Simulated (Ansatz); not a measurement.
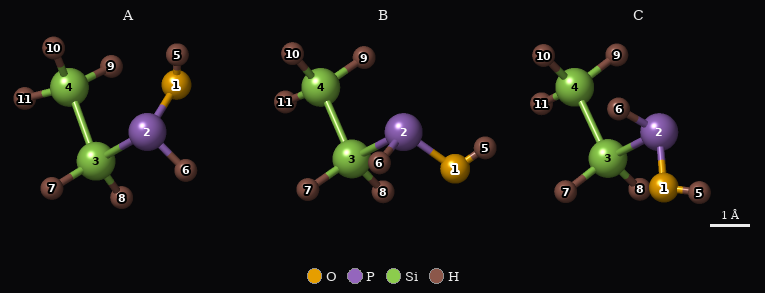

3 geometries from a converged minimum-energy path of Si2PH7O, shuffled. Style: ball-and-stick. Shown from a free direction.

All numbers below come from RKS PBE0-D4/6-31G* (Ansatz 0.2.0). Settings: 5 movable images; climbing image; force threshold 0.05 eV/Å; iteration limit 60; starting path by image-dependent pair potential.

Which frame is the top of the path?

Answer. B. In order along the path, whose images run from 0 to 6: C (image 0, 0.00 kcal/mol), B (image 3, +2.40 kcal/mol), A (image 6, −0.28 kcal/mol). The motion is a rotation about the P2–Si3 bond by about 160°. No bond forms or breaks between the ends.
